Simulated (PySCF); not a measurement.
H2S, SMILES `S`.

Method: B3LYP/6-311+G**; geometry: GFN2-xTB; program: PySCF. No frequency check shows the geometry to be a minimum. The basis has diffuse s and p functions alone, which still leaves polarisabilities too small, most of all across bonds. GFN2-xTB bond lengths at metals and heavier atoms can be off by up to 0.1 Å and shapes distorted, which carries into these values.

Geometry (Å), atoms numbered from 1:

```
S1       0.0000   -0.1021    0.0000
H2       0.9574    0.8165    0.0000
H3      -0.9574    0.8166    0.0000
```

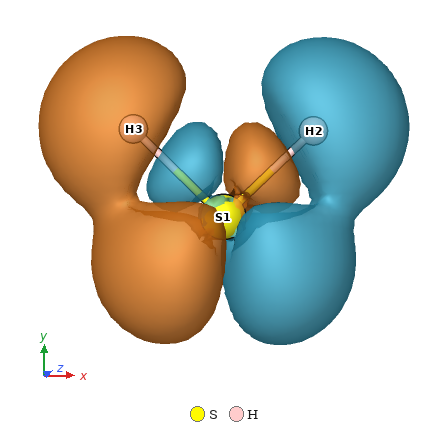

Change of the electron density in a uniform field of 0.21 V/Å, surfaces at ±0.001 e/Å³ (light blue: gain, orange: loss).

> Along which Cartesian direction does the field point?

Along −x: electrons gather on the +x side, against the field.

> How large is the response?

The induced dipole is 0.18 D (along the field); α along this axis, from the fields in both directions, is 18 bohr³ (2.7 Å³).

> Which atoms gain and lose the most charge?

Electrons gather most on H2 (Hirshfeld charge changes by −0.008 e) and leave H3 most (+0.008 e); 0.021 electrons are displaced in all.
